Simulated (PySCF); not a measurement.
The calculation's input:

```
{"job": {"kind": "nmr", "xc": "PBE0", "basis": "pcSseg-1"}, "charge": 0, "multiplicity": 1}
C     -2.102535     0.048162     0.016200
C     -0.807592    -0.516466    -0.550225
P      0.456776    -0.842791     0.783413
C      1.393094     0.756317     0.730895
C      2.008090    -0.332440    -0.090405
H     -1.936680     1.028488     0.490098
H     -2.861031     0.180089    -0.771233
H     -2.531696    -0.617504     0.782008
H     -0.383167     0.159547    -1.311338
H     -0.997873    -1.479740    -1.053893
H      0.925723     1.596192     0.206201
H      1.898810     1.049322     1.656611
H      1.968054    -0.242653    -1.180823
H      2.934535    -0.789037     0.272556
```

Launched as:

```sh
OMP_NUM_THREADS=1 python probes_run.py task.json out
```

Geometry: PBE0-D3(BJ)/def2-SVP.

Theory: PySCF, PBE0/pcSseg-1, SCF density, gas phase, non-relativistic.

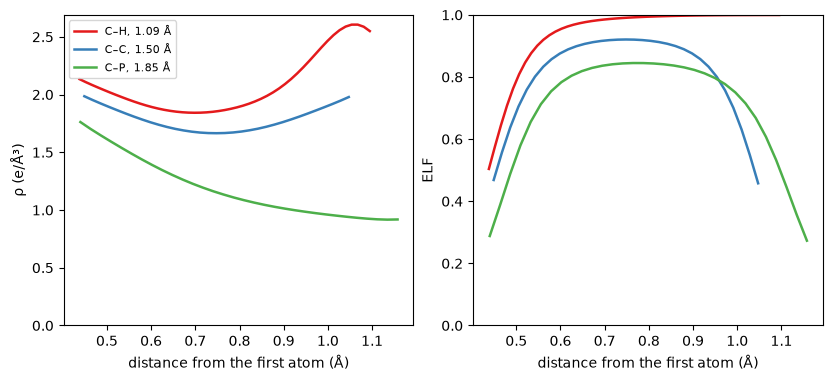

C$_{4}$H$_{9}$P (SMILES CCP1CC1). Electron density and electron localisation function along straight lines between neighbouring atoms. The curves leave out the atomic cores.

Q: What can be read from the curves?

A: C–H (1.09 Å): ρ at the midpoint is about 2 e/Å³; the ELF climbs to about 1 towards the hydrogen, as it does in any bond to H (a covalent bond by its length).
C–C (1.50 Å): ρ at the midpoint is about 1.7 e/Å³; the ELF peaks at about 0.90 between the atoms; a covalent bond.
C–P (1.85 Å): ρ is about 1 e/Å³ halfway; the ELF peaks at about 0.85 between the atoms: a shared electron pair.
